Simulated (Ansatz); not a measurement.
## Electronic structure of Br$_{3}$FHf (SMILES [F][Hf]([Br])([Br])[Br]) in real space

The calculation's input:

```
crystal:
  periodic: [false, false, false]
  atoms:
    - {symbol: F, position_ang: [-0.573021, -0.192584, 1.874847]}
    - {symbol: Hf, position_ang: [-0.020064, -0.023778, 0.088514]}
    - {symbol: Br, position_ang: [1.992233, -1.425467, -0.257136]}
    - {symbol: Br, position_ang: [-1.856515, -0.785914, -1.387970]}
    - {symbol: Br, position_ang: [0.507366, 2.354142, -0.359556]}
basis:
  gaussian: {orbitals: def2-TZVPP}
hamiltonian: {xc: pbe0, dispersion: d4}
output: {orbitals: {seedname: orbitals}}
```

Launched as:

```sh
ansatz run in.yaml --threads 4 --pin off --events-out ev --progress --plain --max-ram 11315MiB
```

Geometry: PBE0-D4/def2-TZVP; core potentials replace the inner electrons of Hf.

All numbers below come from RKS PBE0-D4/def2-TZVPP in Ansatz 0.2.0.

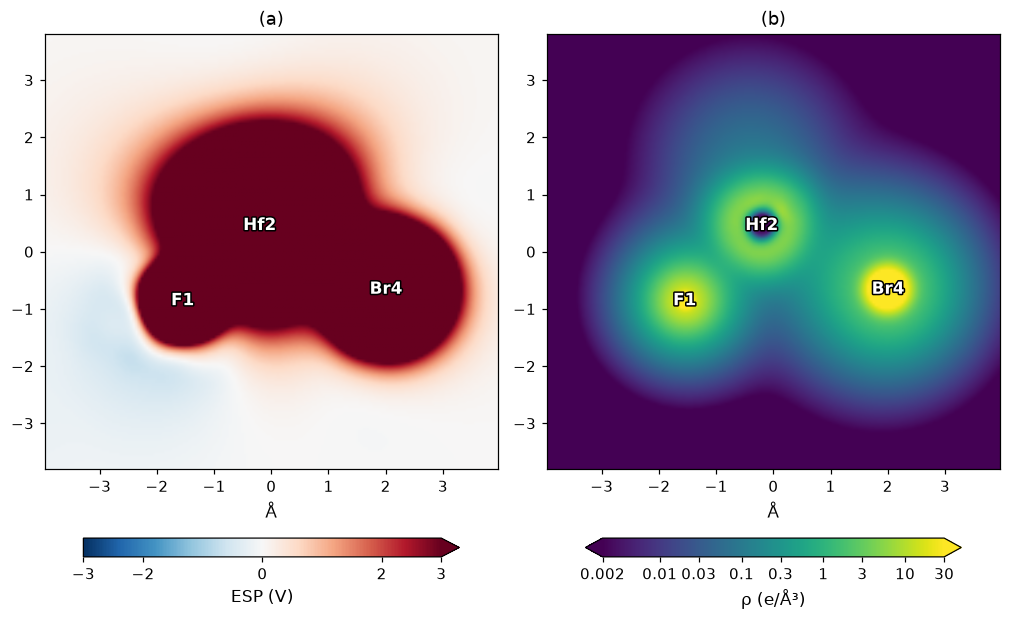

Figure 1. (a) electrostatic potential; (b) electron density on the plane of atoms F1, Hf2 and Br4.

Describe what can be read from this map.

Answer.
- The plane passes through F, Hf and Br nuclei.
- Hf–F (1.88 Å): the density is about 1 e/Å³ at the midpoint.
- Hf–Br (2.48 Å): ρ is about 0.57 e/Å³ halfway.
- Outside the dense part of the molecule the potential is most negative (−0.7 V) near F1.

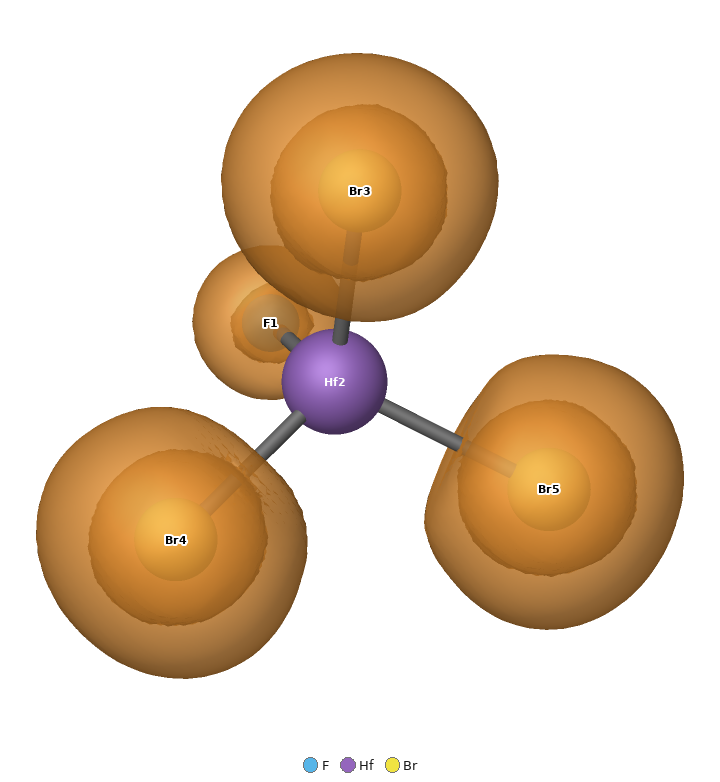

Figure 2. Isosurface of the electron localisation function at 0.75 (orange), seen at a tilt. Core shells and regions of very low density are left out.

What do the ELF domains correspond to?

Answer. The ELF exceeds this value in three regions wrapped around Br (the valence shell of each) and one region wrapped around F (its valence shell). Along the contacts the grid gives the following. Hf–F (1.88 Å): the ELF peaks at about 0.85 in the valence shell of F, 0.5 Å from its nucleus, and drops to about 0.20 between the two atoms. Hf–Br (2.48 Å): the ELF peaks at about 0.75 in the valence shell of Br, 1.0 Å from its nucleus, and is about 0.50 at the midpoint.

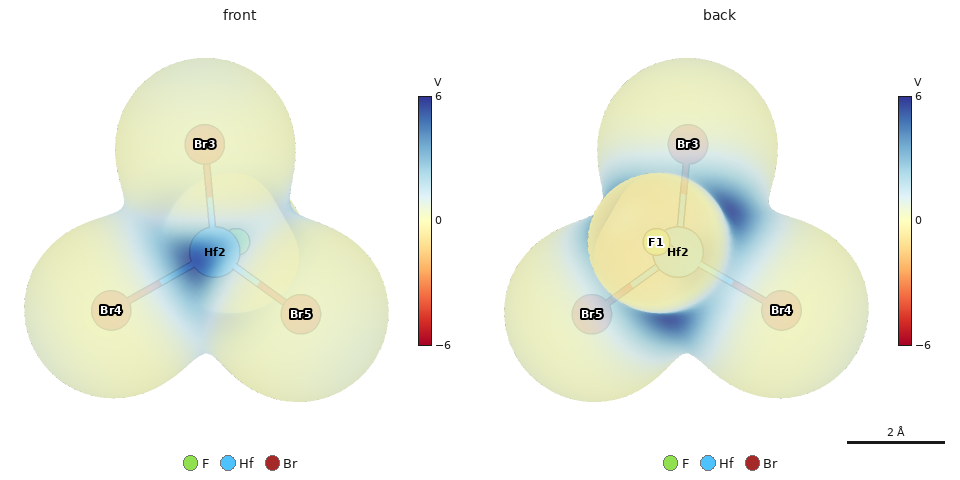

Figure 3. The electrostatic potential painted on the density surface at 0.004 e/bohr³, seen from the front and from behind; the colour scale runs from red (negative) to blue (positive).

Where is the surface potential most negative and most positive?

Answer. The most negative region (about −0.6 V) lies over F1, the most positive (about +5.2 V) over Hf2.
